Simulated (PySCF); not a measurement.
**H10OSi4: density, localisation and related maps**

Input file:

```
{"job": {"kind": "uv", "xc": "CAM-B3LYP", "basis": "def2-SVPD", "nstates": 8, "ntriplets": 3}, "charge": 0, "multiplicity": 1}
Si    -3.213560    -0.420033     0.130393
O     -1.974220     0.475471    -0.388224
Si    -0.506660     0.980325    -0.869284
Si     1.060280    -0.627407    -0.322166
Si     3.227727     0.131052    -0.034341
H     -3.151804    -0.420997     1.591309
H     -3.045318    -1.766110    -0.415723
H     -4.412884     0.238332    -0.380175
H     -0.341262     2.266462    -0.181930
H     -0.665624     1.242893    -2.303928
H      1.077143    -1.696320    -1.342428
H      0.654051    -1.365802     0.891272
H      4.012677    -0.673459     0.904113
H      3.995776     0.138159    -1.282378
H      3.279264     1.505424     0.475921
```

Run with:

```sh
OMP_NUM_THREADS=1 python probes_run.py task.json out
```

Geometry: GFN2-xTB.

Theory: CAM-B3LYP/def2-SVPD, SCF density, gas phase (PySCF).

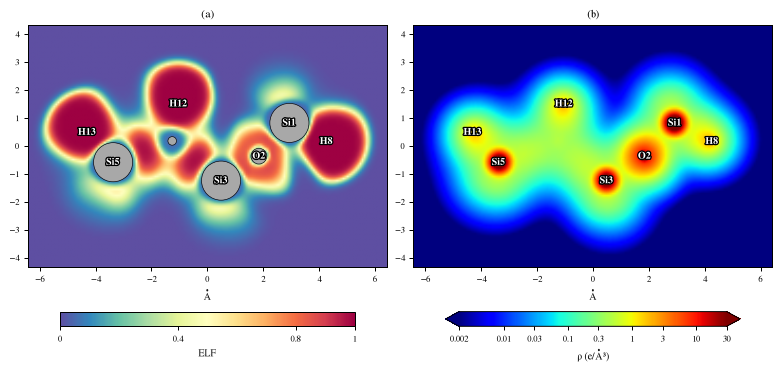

Figure 1. (a) electron localisation function; (b) electron density on the plane of atoms O2, Si1 and H8. Grey discs cover the atomic cores in the ELF map.

Q: Read the bonding off the picture.

A:
- The section cuts through Si, O and H sites.
- Si–O (1.61 Å): ρ is about 1.1 e/Å³ halfway; the ELF peaks at about 0.85 between the atoms; a polar covalent bond.
- Si–H (1.46 Å): ρ is about 0.81 e/Å³ halfway; the ELF climbs to about 1 towards the hydrogen, as it does in any bond to H.
- The ELF also peaks beside O2, away from the bonds: lone-pair regions.

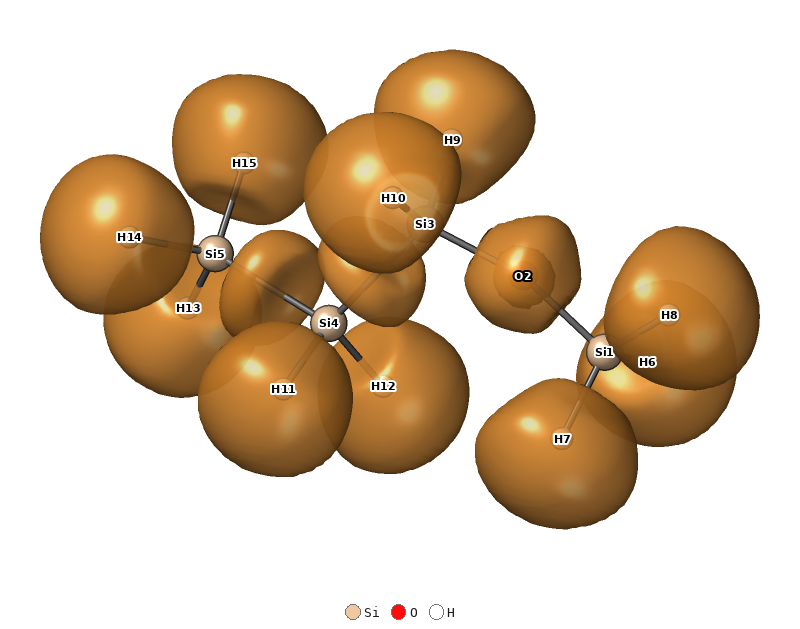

Figure 2. Isosurface of the electron localisation function at 0.75 (orange), seen at an oblique angle. Core shells and regions of very low density are left out.

Q: Describe the localisation domains.

A: The surface consists of two regions between bonded Si–Si atoms (shared pairs), ten regions around hydrogen nuclei and one region on O in which the atom's valence shell and bonds are merged. Profiles from the grid: Si–Si (2.31 Å): the ELF peaks at about 1 between the atoms; localised, covalent bonding.

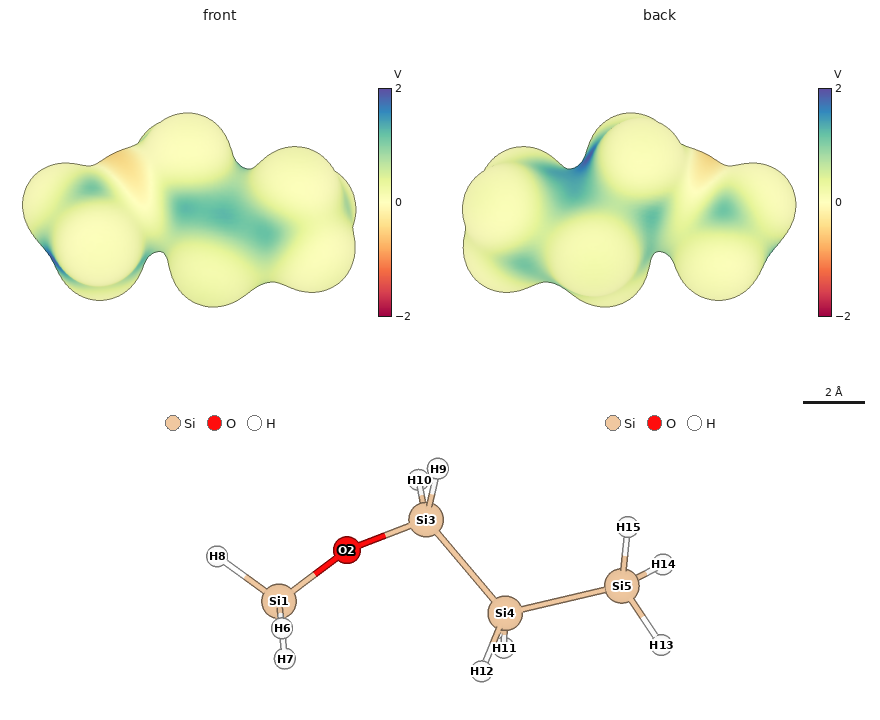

Figure 3. The electrostatic potential painted on the density surface at 0.002 e/bohr³, seen from the front and from behind; the colour scale runs from red (negative) to blue (positive). The bare structure is drawn below in the same view.

Q: Which sites attract a positive test charge, and which a negative one?

A: A positive charge is drawn to the negative regions and a negative charge to the positive ones. The most negative region (about −0.4 V) lies over O2, the most positive (about +1.7 V) over Si1 and Si3.

Q: How polar is the molecule by this calculation?

A: Its dipole moment is 0.29 D.
